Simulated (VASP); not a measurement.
Band structure of NbSi$_{2}$ (relaxed from the CrSi2 structure, space group P6_222). Calculation: PBEsol GGA, VASP's PBE PAW potentials (set 64) (plane waves; VASP 6.6.1).

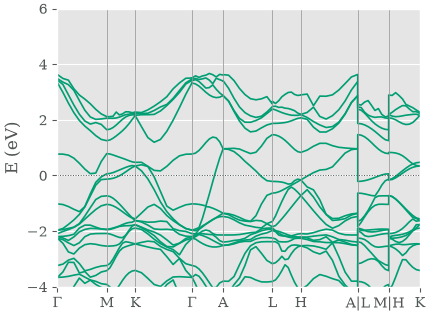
Bands along high-symmetry lines, zero at the valence-band maximum or, without a gap, the Fermi level

Q: Read the plot: is there a gap, and where are the band edges?

A: It has no gap at this level: it comes out as a metal or semimetal. (Edges off the drawn lines would not show.)

The structure was generated: NbSi2 was put into the CrSi2 type (P6_222), a phase also known from measurement. It was relaxed first. The electron count is odd and the run is not spin-polarised, which forces a metal.
